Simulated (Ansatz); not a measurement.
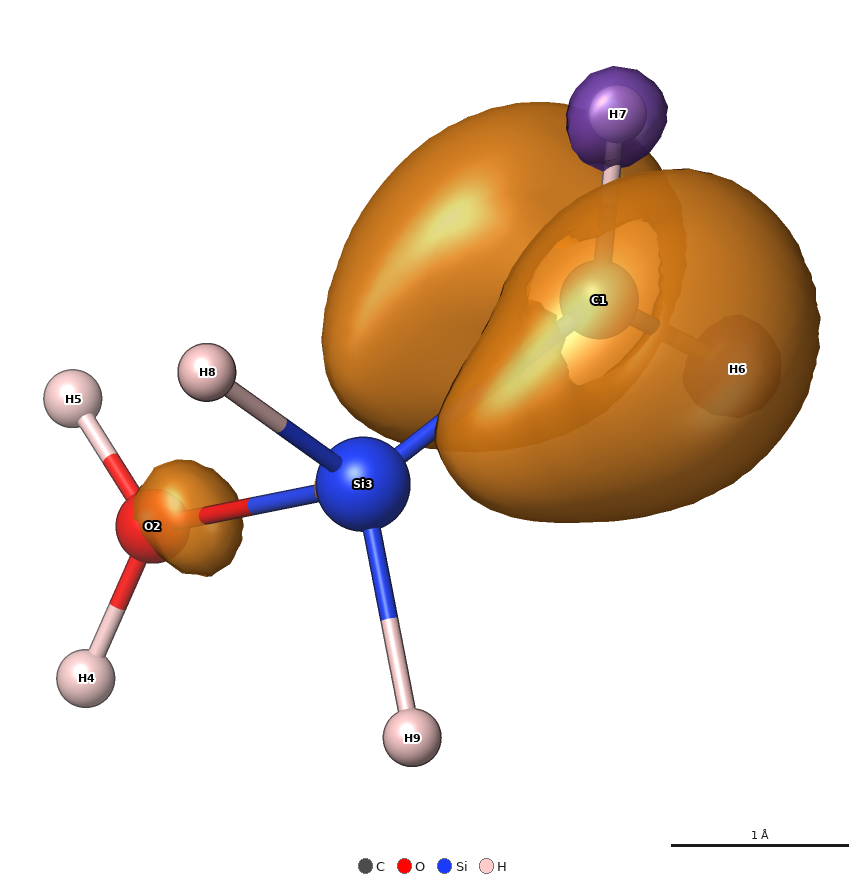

The picture shows: CH$_{6}$OSi (SMILES [CH2][SiH2][OH2+]) (charge +1, doublet). Isosurfaces of the spin density (α minus β) at +0.03 (orange) and −0.03 e/Å³ (purple), seen at an oblique angle.

Geometry: B3LYP-D3(BJ)/def2-SVP.

Method: isolated molecule in a Gaussian basis; Kohn-Sham density functional theory, functional PBE0 in Ansatz.

```xyz
9

C     1.8720    0.8973   -0.4119
O     1.0968   -1.6981   -1.5740
Si    1.4250   -0.8034    0.0629
H     1.4486   -2.5837   -1.7859
H     0.4220   -1.4339   -2.2279
H     2.8542    1.1499   -0.8275
H     1.1896    1.7406   -0.2565
H     0.1256   -0.9631    0.7400
H     2.5106   -1.7039    0.4944
```

Question: Describe the spin distribution.

Answer: The unpaired spin (1 electron) lies mostly on C1 (about 0.7) and Si3 (about 0.2), in electrons by Hirshfeld's partition.
